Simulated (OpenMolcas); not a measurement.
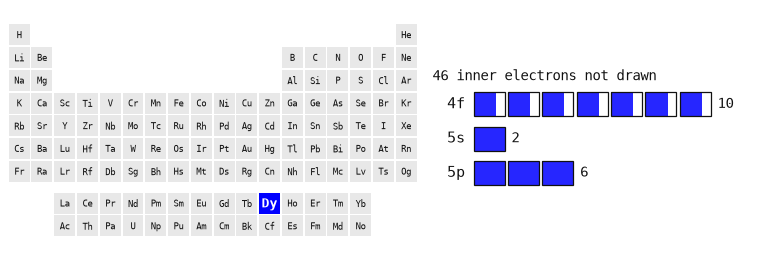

Left, the place of dysprosium in the periodic table; right, the outer shells of the leading configuration of the lowest level: a box for each of the 2l + 1 orbitals, shaded by the share of the shell that is filled, with the electron count at the right.

# Dy²⁺ complex: multiconfigurational calculation (part 1 of 2)

Dy²⁺ with 8 ligands (F; square antiprism, 2.44 Å), neutralised by 8 outer point charges of +0.75 e, whose field is part of the energies. Computed at this level: state-averaged CASSCF, active space 10 electrons in the shell 4f, basis ANO-RCC-VDZP on the metal and ANO-RCC-VDZP on the ligands, DKH2 scalar Hamiltonian, spin-orbit coupling by RASSI with atomic mean-field integrals (OpenMolcas).

Key numbers:

- outcome: converged
- energy of the lowest spin-free term: −12945.06428 hartree
- energy of the lowest spin-orbit level: −12945.09403 hartree
- largest spread among components of a term: 0.4 cm⁻¹
- hardware: 1 thread of Arm Neoverse V1, 24 GiB of memory available, shared host
- wall time: 3.8 min
- peak memory: 0.6 GiB

Notes:

Without dynamic correlation the splittings between terms come out too large, often by 20 to 50 %. To bear in mind: high states of lower spin left out of the spin-orbit mixing; distances are set from ionic radii, not optimised; spin-free states above about 43,000 cm⁻¹ are left out of the spin-orbit step.

The input:
```
&GATEWAY
Coord
9

Dy 0.0 0.0 0.0
F 1.988252 0.823561 1.149870
F -0.823561 1.988252 1.149870
F -1.988252 -0.823561 1.149870
F 0.823561 -1.988252 1.149870
F 1.988252 -0.823561 -1.149870
F 0.823561 1.988252 -1.149870
F -1.988252 0.823561 -1.149870
F -0.823561 -1.988252 -1.149870
Basis=Dy.ANO-RCC-VDZP,F.ANO-RCC-VDZP
Group=NoSym
NoMove
AngMom=0.0 0.0 0.0
AMFI
RICD
XField
8 Angstrom 0
4.106881 1.701126 2.375141 0.750000
-1.701126 4.106881 2.375141 0.750000
-4.106881 -1.701126 2.375141 0.750000
1.701126 -4.106881 2.375141 0.750000
4.106881 -1.701126 -2.375141 0.750000
1.701126 4.106881 -2.375141 0.750000
-4.106881 1.701126 -2.375141 0.750000
-1.701126 -4.106881 -2.375141 0.750000
&SEWARD
&RASSCF
FileOrb=start.orb
Symmetry=1
Spin=5
nActEl=10 0 0
Inactive=67
Ras2=7
CIRoot=35 35 1
SDav=35
CIMx=300
Iter=150 100
PrWF=0.3
OrbListing=Nothing
MaxOrb=0
LevShft=1.0
>>> COPY $Project.JobIph JOB001
&RASSCF
FileOrb=start.orb
Symmetry=1
Spin=3
nActEl=10 0 0
Inactive=67
Ras2=7
CIRoot=162 162 1
SDav=210
CIMx=300
Iter=150 100
PrWF=0.3
OrbListing=Nothing
MaxOrb=0
CIOnly
LevShft=1.0
>>> COPY $Project.JobIph JOB002
&RASSCF
FileOrb=start.orb
Symmetry=1
Spin=1
nActEl=10 0 0
Inactive=67
Ras2=7
CIRoot=162 162 1
SDav=196
CIMx=300
Iter=150 100
PrWF=0.3
OrbListing=Nothing
MaxOrb=0
CIOnly
LevShft=1.0
>>> COPY $Project.JobIph JOB003
&RASSI
NrOfJobIphs=3 33 106 31
1 2 3 4 5 6 7 8 9 10 11 12 13 14 15 16 17 18 19 20 21 22 23 24 25 26 27
28 29 30 31 32 33
1 2 3 4 5 6 7 8 9 10 11 12 13 14 15 16 17 18 19 20 21 22 23 24 25 26 27
28 29 30 31 32 33 34 35 36 37 38 39 40 41 42 43 44 45 46 47 48 49 50 51
52 53 54 55 56 57 58 59 60 61 62 63 64 65 66 67 68 69 70 71 72 73 74 75
76 77 78 79 80 81 82 83 84 85 86 87 88 89 90 91 92 93 94 95 96 97 98 99
100 101 102 103 104 105 106
1 2 3 4 5 6 7 8 9 10 11 12 13 14 15 16 17 18 19 20 21 22 23 24 25 26 27
28 29 30 31
IphNames
JOB001
JOB002
JOB003
EJob
SpinOrbit
DIPRint=1.0
SOCoupling=1000.0
Subsets=2
Property=9
'ANGMOM' 1 'ANGMOM' 2 'ANGMOM' 3 'MLTPL  1' 1 'MLTPL  1' 2 'MLTPL  1' 3
'AMFI' 1 'AMFI' 2 'AMFI' 3
SOProperty=3
'ANGMOM' 1 'ANGMOM' 2 'ANGMOM' 3
```

The file start.orb holds starting orbitals from an earlier step. A driver script formed the levels outside the program, from RASSI's spin-orbit matrix and the active-space energies, averaged over the components of each term or state.

Run as:
```bash
OMP_NUM_THREADS=1 MOLCAS_MEM=2457 MOLCAS_PROJECT=a pymolcas a.inp > a.log  # once for each step of the input, in one work folder
```

The program's output (extracts):
```
--- SEWARD ---
Basis set label: DY.ANO-RCC...7S6P4D2F1G.

      Electronic valence basis set:
      ------------------
      Associated Effective Charge  66.000000 au
      Associated Actual Charge     66.000000 au
      Nuclear Model: Point charge

      Shell  nPrim  nBasis  Cartesian Spherical Contaminant
         s      25       7        X
         p      22       6        X
         d      15       4                 X
         f      11       2                 X
         g       4       1                 X
                  Relativistic Douglas-Kroll-Hess integrals:
                    - DKH order of Hamiltonian: 2
                    - DKH order of Properties : 0
                  Atomic mean-field integrals
--- RASSCF ---
Wave function specifications:
      -----------------------------

      Number of closed shell electrons         134
      Number of electrons in active shells      10
      Max number of holes in RAS1 space          0
      Max nr of electrons in RAS3 space          0
      Number of inactive orbitals               67
      Number of active orbitals                  7
      Number of secondary orbitals             106
      Spin quantum number                      2.0
      State symmetry                             1
Orbital specifications:
      -----------------------

      Symmetry species                           1
                                                 a
      Frozen orbitals                            0
      Inactive orbitals                         67
      Active orbitals                            7
      RAS1 orbitals                              0
      RAS2 orbitals                              7
      RAS3 orbitals                              0
      Secondary orbitals                       106
      Deleted orbitals                           0
      Number of basis functions                180
      Number of CSFs                            35
      Number of root(s) required                35
      Iter CI   SX   CI       RASSCF       Energy    max ROT     max BLB   max BLB  Level Ln srch  Step   QN
          iter iter root      energy       change     param      element    value   shift minimum  type update
 Nr of preliminary CI iterations:   1
      Total energies have been shifted. Add               -12000.00 au
        1   1   11    0  -943.92184254    0.00E+00  -6.40E-02   30 110 1 -3.75E-01*  0.87   0.00    SX    NO
        2   1   12    0  -944.89797840   -9.76E-01* -2.27E-02   30 110 1 -9.43E-02*  0.74   0.00    SX    NO
        3   1   11    0  -944.97156006   -7.36E-02* -1.04E-02   71  83 1 -4.90E-02*  0.84   0.00    SX    NO
        4   1   11    0  -944.98179110   -1.02E-02* -7.94E-03   69  81 1  3.87E-02*  0.76   0.00    SX    NO
        5   1   11    0  -944.98542137   -3.63E-03* -2.99E-03   71  83 1 -3.32E-02*  0.83   0.77    QN   YES
        6   1   10    0  -944.98795744   -2.54E-03* -1.98E-03   71  83 1 -8.44E-03*  0.80   1.68    LS   YES
        7   1    9    0  -944.98845307   -4.96E-04* -2.05E-03   70  82 1  8.24E-03*  0.79   1.03    QN   YES
        8   1    9    0  -944.98878714   -3.34E-04* -1.14E-03   72  84 1  2.41E-03*  0.79   1.56    LS   YES
        9   1    9    0  -944.98883699   -4.99E-05*  9.94E-04   29 109 1 -2.56E-03*  0.80   1.01    QN   YES
       10   1    8    0  -944.98887778   -4.08E-05*  9.65E-04   69  79 1  1.24E-03*  0.80   1.98    LS   YES
       11   1    8    0  -944.98889097   -1.32E-05*  6.65E-04   64 172 1  1.04E-03*  0.79   1.01    QN   YES
       12   1    8    0  -944.98889707   -6.10E-06*  9.93E-04   69  79 1  7.19E-04*  0.79   2.50    LS   YES
       13   1    8    0  -944.98890061   -3.54E-06* -5.41E-04   64 172 1 -4.20E-04*  0.79   1.03    QN   YES
       14   1    7    0  -944.98890298   -2.36E-06* -3.85E-04   73  75 1  2.46E-04*  0.79   1.71    LS   YES
       15   1    7    0  -944.98890344   -4.65E-07*  1.93E-04   52 148 1  2.02E-04*  0.79   0.96    QN   YES
       16   1    7    0  -944.98890414   -6.96E-07*  1.71E-04   26  98 1 -9.46E-05   0.79   1.89    LS   YES
       17   1    7    0  -944.98890433   -1.96E-07* -3.79E-05   26  98 1 -5.56E-05   0.79   1.01    QN   YES
       18   1    6    0  -944.98890437   -4.12E-08*  2.08E-05   26  98 1 -1.50E-05   0.79   1.59    QN   YES
       19   1    5    0  -944.98890439   -1.92E-08* -2.62E-06   72  84 1  5.48E-06   0.79   1.03    QN   YES
       20   1    5    0  -944.98890439    2.59E-09  -1.83E-06   25  97 1  2.43E-06   0.79   0.05    QN   YES
      Convergence after 20 iterations
       21   1    5    0  -944.98890439   -1.64E-10  -1.83E-06   71  99 1 -1.20E-06   0.79   0.05    QN   YES
      Natural orbitals and occupation numbers for root  1
      sym 1:   1.906734   1.213865   1.786127   1.093266   1.786129   1.213873   1.000006
      Natural orbitals and occupation numbers for root  2
      sym 1:   1.000006   1.213865   1.786129   1.093266   1.786127   1.213873   1.906734
      Natural orbitals and occupation numbers for root  3
      sym 1:   1.765097   1.234903   1.219977   1.247787   1.765097   1.532236   1.234903
::    RASSCF root number  1 Total energy: -12945.06428171
::    RASSCF root number  2 Total energy: -12945.06428171
::    RASSCF root number  3 Total energy: -12945.06416691
::    RASSCF root number  4 Total energy: -12945.06416691
::    RASSCF root number  5 Total energy: -12945.06378524
::    RASSCF root number  6 Total energy: -12945.06378524
::    RASSCF root number  7 Total energy: -12945.06370949
::    RASSCF root number  8 Total energy: -12945.06370075
::    RASSCF root number  9 Total energy: -12945.06359682
::    RASSCF root number 10 Total energy: -12945.06262655
::    RASSCF root number 11 Total energy: -12945.06262655
::    RASSCF root number 12 Total energy: -12945.06243329
::    RASSCF root number 13 Total energy: -12945.06243329
::    RASSCF root number 14 Total energy: -12944.99042976
::    RASSCF root number 15 Total energy: -12944.99042976
::    RASSCF root number 16 Total energy: -12944.98930989
::    RASSCF root number 17 Total energy: -12944.98930989
::    RASSCF root number 18 Total energy: -12944.98897909
::    RASSCF root number 19 Total energy: -12944.98785188
::    RASSCF root number 20 Total energy: -12944.98785188
::    RASSCF root number 21 Total energy: -12944.98776678
::    RASSCF root number 22 Total energy: -12944.94679557
::    RASSCF root number 23 Total energy: -12944.94678921
::    RASSCF root number 24 Total energy: -12944.94652717
::    RASSCF root number 25 Total energy: -12944.94648503
::    RASSCF root number 26 Total energy: -12944.94648503
::    RASSCF root number 27 Total energy: -12944.94613810
::    RASSCF root number 28 Total energy: -12944.94613810
::    RASSCF root number 29 Total energy: -12944.94535657
::    RASSCF root number 30 Total energy: -12944.94535657
--- RASSCF ---
Wave function specifications:
      -----------------------------

      Number of closed shell electrons         134
      Number of electrons in active shells      10
      Max number of holes in RAS1 space          0
      Max nr of electrons in RAS3 space          0
      Number of inactive orbitals               67
      Number of active orbitals                  7
      Number of secondary orbitals             106
      Spin quantum number                      1.0
      State symmetry                             1
Orbital specifications:
      -----------------------

      Symmetry species                           1
                                                 a
      Frozen orbitals                            0
      Inactive orbitals                         67
      Active orbitals                            7
      RAS1 orbitals                              0
      RAS2 orbitals                              7
      RAS3 orbitals                              0
      Secondary orbitals                       106
      Deleted orbitals                           0
      Number of basis functions                180
      Number of CSFs                           210
      Number of root(s) required               162
      Iter CI   SX   CI       RASSCF       Energy    max ROT     max BLB   max BLB  Level Ln srch  Step   QN
          iter iter root      energy       change     param      element    value   shift minimum  type update
 Nr of preliminary CI iterations:   1
        1   1    0    0-12944.88795191    0.00E+00   0.00E+00   68  80 1 -8.65E-03*  0.00   0.00    SX    NO
      Natural orbitals and occupation numbers for root  1
      sym 1:   1.415800   1.433928   1.425894   1.437412   1.445551   1.425919   1.415496
      Natural orbitals and occupation numbers for root  2
      sym 1:   1.415496   1.425894   1.445551   1.437412   1.433928   1.425919   1.415800
      Natural orbitals and occupation numbers for root  3
      sym 1:   1.403084   1.425419   1.458284   1.414755   1.458284   1.414755   1.425419
::    RASSCF root number  1 Total energy: -12944.97513297
::    RASSCF root number  2 Total energy: -12944.97513297
::    RASSCF root number  3 Total energy: -12944.97511005
::    RASSCF root number  4 Total energy: -12944.97508872
::    RASSCF root number  5 Total energy: -12944.97508872
::    RASSCF root number  6 Total energy: -12944.97508737
::    RASSCF root number  7 Total energy: -12944.97505896
::    RASSCF root number  8 Total energy: -12944.97505896
::    RASSCF root number  9 Total energy: -12944.97502357
::    RASSCF root number 10 Total energy: -12944.97502357
::    RASSCF root number 11 Total energy: -12944.97493132
::    RASSCF root number 12 Total energy: -12944.97493132
::    RASSCF root number 13 Total energy: -12944.97485995
::    RASSCF root number 14 Total energy: -12944.97485995
::    RASSCF root number 15 Total energy: -12944.97483475
::    RASSCF root number 16 Total energy: -12944.95085107
::    RASSCF root number 17 Total energy: -12944.95085107
::    RASSCF root number 18 Total energy: -12944.95084413
::    RASSCF root number 19 Total energy: -12944.95084413
::    RASSCF root number 20 Total energy: -12944.95080931
::    RASSCF root number 21 Total energy: -12944.95060716
::    RASSCF root number 22 Total energy: -12944.95060716
::    RASSCF root number 23 Total energy: -12944.95012567
::    RASSCF root number 24 Total energy: -12944.95009802
::    RASSCF root number 25 Total energy: -12944.94919463
::    RASSCF root number 26 Total energy: -12944.94919463
::    RASSCF root number 27 Total energy: -12944.94130907
::    RASSCF root number 28 Total energy: -12944.94130907
::    RASSCF root number 29 Total energy: -12944.94119635
::    RASSCF root number 30 Total energy: -12944.94119635
--- RASSCF ---
Wave function specifications:
      -----------------------------

      Number of closed shell electrons         134
      Number of electrons in active shells      10
      Max number of holes in RAS1 space          0
      Max nr of electrons in RAS3 space          0
      Number of inactive orbitals               67
      Number of active orbitals                  7
      Number of secondary orbitals             106
      Spin quantum number                      0.0
      State symmetry                             1
Orbital specifications:
      -----------------------

      Symmetry species                           1
                                                 a
      Frozen orbitals                            0
      Inactive orbitals                         67
      Active orbitals                            7
      RAS1 orbitals                              0
      RAS2 orbitals                              7
      RAS3 orbitals                              0
      Secondary orbitals                       106
      Deleted orbitals                           0
      Number of basis functions                180
      Number of CSFs                           196
      Number of root(s) required               162
      Iter CI   SX   CI       RASSCF       Energy    max ROT     max BLB   max BLB  Level Ln srch  Step   QN
          iter iter root      energy       change     param      element    value   shift minimum  type update
 Nr of preliminary CI iterations:   1
        1   1    0    0-12944.81301078    0.00E+00   0.00E+00   68  80 1 -1.53E-02*  0.00   0.00    SX    NO
      Natural orbitals and occupation numbers for root  1
      sym 1:   1.222642   1.360968   1.360968   1.861672   1.485555   1.485555   1.222642
      Natural orbitals and occupation numbers for root  2
      sym 1:   1.222640   1.360968   1.360968   1.861672   1.485556   1.485556   1.222640
      Natural orbitals and occupation numbers for root  3
      sym 1:   1.318543   1.108055   1.819030   1.306769   1.819030   1.306769   1.321802
::    RASSCF root number  1 Total energy: -12944.92218561
::    RASSCF root number  2 Total energy: -12944.92218549
::    RASSCF root number  3 Total energy: -12944.92209999
::    RASSCF root number  4 Total energy: -12944.92209999
::    RASSCF root number  5 Total energy: -12944.92138032
::    RASSCF root number  6 Total energy: -12944.92138032
::    RASSCF root number  7 Total energy: -12944.92067696
::    RASSCF root number  8 Total energy: -12944.92067696
::    RASSCF root number  9 Total energy: -12944.92037533
::    RASSCF root number 10 Total energy: -12944.92031560
::    RASSCF root number 11 Total energy: -12944.92031560
::    RASSCF root number 12 Total energy: -12944.92025994
::    RASSCF root number 13 Total energy: -12944.92024090
::    RASSCF root number 14 Total energy: -12944.92018878
::    RASSCF root number 15 Total energy: -12944.92018878
::    RASSCF root number 16 Total energy: -12944.92012069
::    RASSCF root number 17 Total energy: -12944.92012069
::    RASSCF root number 18 Total energy: -12944.90531872
::    RASSCF root number 19 Total energy: -12944.90465614
::    RASSCF root number 20 Total energy: -12944.90465614
::    RASSCF root number 21 Total energy: -12944.90445709
::    RASSCF root number 22 Total energy: -12944.90445709
::    RASSCF root number 23 Total energy: -12944.89316963
::    RASSCF root number 24 Total energy: -12944.89303229
::    RASSCF root number 25 Total energy: -12944.89303229
::    RASSCF root number 26 Total energy: -12944.89279868
::    RASSCF root number 27 Total energy: -12944.89279868
::    RASSCF root number 28 Total energy: -12944.89235664
::    RASSCF root number 29 Total energy: -12944.89235664
::    RASSCF root number 30 Total energy: -12944.89049744
```

(Continued in part 2.)
